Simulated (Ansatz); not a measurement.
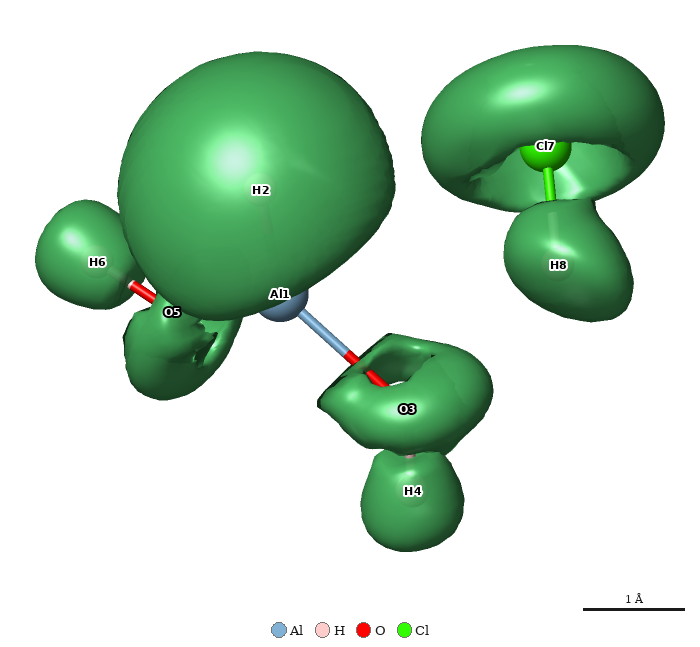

The picture shows: AlH3O2···HCl. Isosurface of the electron localisation function at 0.85 (green), seen across its widest extent. Core shells and regions of very low density are left out.

Computed with RHF/def2-SVP in Ansatz.

```xyz
8

Al   -0.2021   -0.5322    0.2556
H    -0.4953   -1.1627    1.6536
O     1.3761    0.0120   -0.0958
H     1.7273    0.1519   -0.9592
O    -1.3094   -0.5012   -1.0150
H    -2.2198   -0.7270   -1.0728
Cl    0.0087    2.4392    1.4354
H     1.0646    1.9018    0.9496
```

**Describe the localisation domains.**

The ELF exceeds this value in four regions around hydrogen nuclei, one ring or bowl of non-bonding electrons around Cl and two regions wrapped around O (the valence shell of each).

Values along the shortest contacts:
Al1···Cl7 (3.20 Å): the ELF peaks at about 0.85 in the valence shell of Cl, 0.8 Å from its nucleus, and is about 0.10 at the midpoint. Al–O (1.69 Å): the ELF peaks at about 0.90 in the valence shell of O, 0.6 Å from its nucleus, and is about 0.45 at the midpoint.
